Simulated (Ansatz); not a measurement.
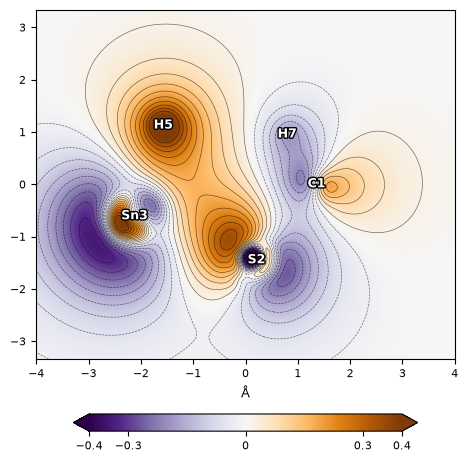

The picture shows: CH4SSn (SMILES C[S]#[SnH]). The HOMO on the plane of atoms S2, Sn3 and H5 (values in Å⁻³ᐟ²; the overall sign is arbitrary).

Geometry: BLYP-D3(BJ)/def2-SVP; core potentials replace the inner electrons of Sn.

The calculation used isolated molecule in a Gaussian basis; Kohn-Sham density functional theory, functional PBE0 in Ansatz.

```yaml
atoms:
  - { symbol: C, position_ang: [0.1785, 0.3652, 1.6369] }
  - { symbol: S, position_ang: [0.1554, 1.3144, 0.0420] }
  - { symbol: Sn, position_ang: [-1.5951, 0.3545, -1.4259] }
  - { symbol: H, position_ang: [1.1854, -0.0750, 1.7706] }
  - { symbol: H, position_ang: [-2.0517, -0.8900, -0.1801] }
  - { symbol: H, position_ang: [-0.0204, 1.0682, 2.4686] }
  - { symbol: H, position_ang: [-0.5832, -0.4343, 1.6302] }
```

What is the character of this orbital?

By Hirshfeld shares it lies mainly on Sn3 (about 60 %), S2 (about 20 %) and H5 (about 15 %). Its energy is −6.81 eV.
